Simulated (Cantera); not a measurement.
Input: 1 mol Pb, 0.0096 mol O2, 73 mol H2, held at 0.0960 bar.

Cantera equilibrium calculation (NASA polynomials, part measured and part estimated; ideal gas, pure solids and liquids). Candidate condensed phases: H2O, Pb, PbO, PbO2, Pb3O4; 12 gas species. Rates play no part.

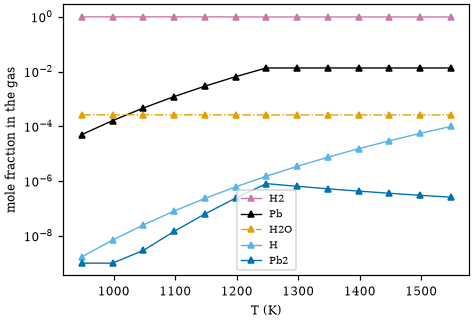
Fig. 1. Equilibrium gas composition (values under 1e-9 drawn at 1e-9)

### Question
Read off the mole fractions at 1498 K.

### Answer
H2 about 0.99, Pb about 0.014, H2O about 0.00026, H about 5.5e-5, Pb2 about 3.0e-7.
